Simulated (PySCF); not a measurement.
Vertical excitations of a molecule C₃H₇FSi from PySCF with TDA-M06-2X/def2-SVPD, as energy in eV (oscillator strength): 7.68 (0.009), 8.06 (0.045), 8.14 (0.009), 8.31 (0.007), 8.49 (0.041), 8.71 (0.077), 8.77 (0.004), 8.85 (0.028), 8.93 (0.023), 9.02 (0.054). Lowest triplet (TDA): 7.45 eV. Geometry: PBE-D3(BJ)/def2-SVP. The values are those of a single conformer.

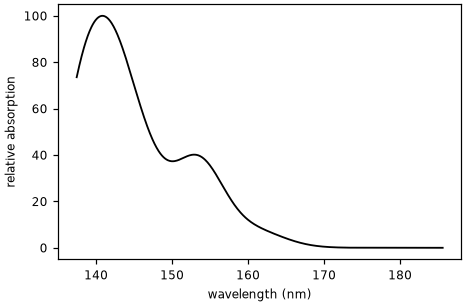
*The lines broadened by 0.4 eV.*

Problem. Which molecule gave these data?
A. FC1C[SiH2]C1
B. F[C@H]1CC[SiH2]1
C. C=C[Si@@H](C)F
D. F[SiH2]C1CC1

Solution. D, F[SiH2]C1CC1
